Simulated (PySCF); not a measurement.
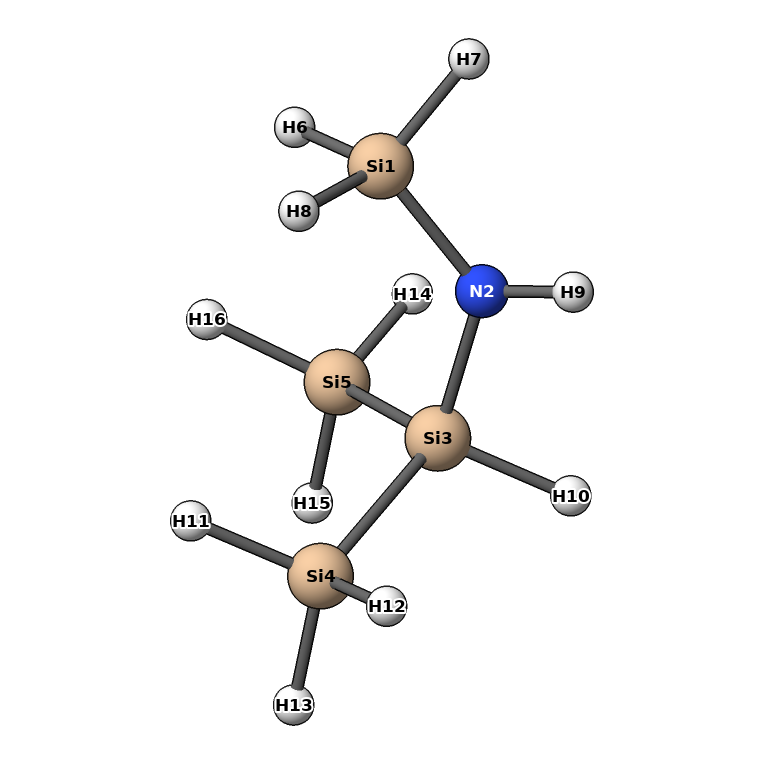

The questions are on isotropic NMR shieldings of the Si atoms. The computed structure is the end point of a GFN2-xTB optimisation. No frequency run is at hand to confirm it as a minimum. Properties computed with GIAO PBE0/pcSseg-1 NMR shielding, non-relativistic, gas phase (PySCF 2.14.0).

Give the isotropic NMR shieldings of the Si atoms atom by atom.

```csv
atom,σ (ppm)
Si1,405.6
Si3,390.1
Si4,469.7
Si5,468.4
```

The geometry is semi-empirical. Around Si such bond lengths and angles can be off by a tenth of an ångström or more and by several degrees, and values that hang on the shape move with them.
